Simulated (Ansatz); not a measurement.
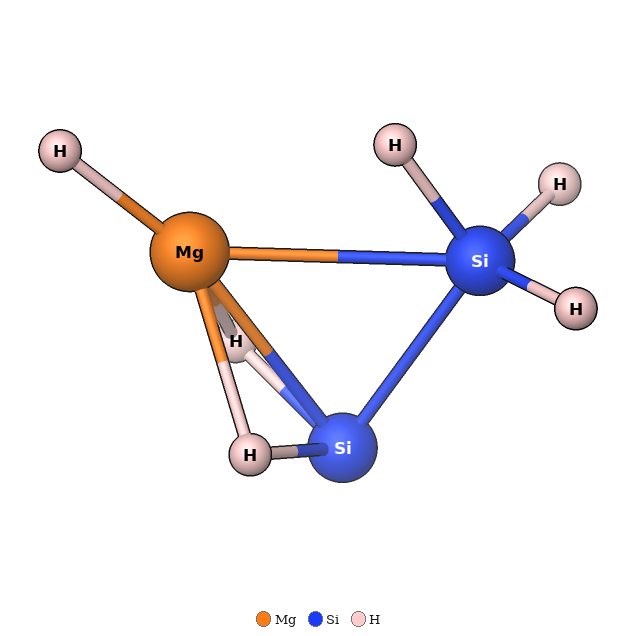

Depth is shown by fading: the farther an atom, the more it takes the colour of the background. The computed structure is the end point of a PBE0-D4/def2-TZVP optimisation. No frequency run is at hand to confirm it as a minimum.

Question: Which symmetry elements does this geometry have?

Answer: It has 1 mirror plane, so the point group is Cs. The group has 2 operations. The geometry is achiral, and symmetry allows a dipole moment.
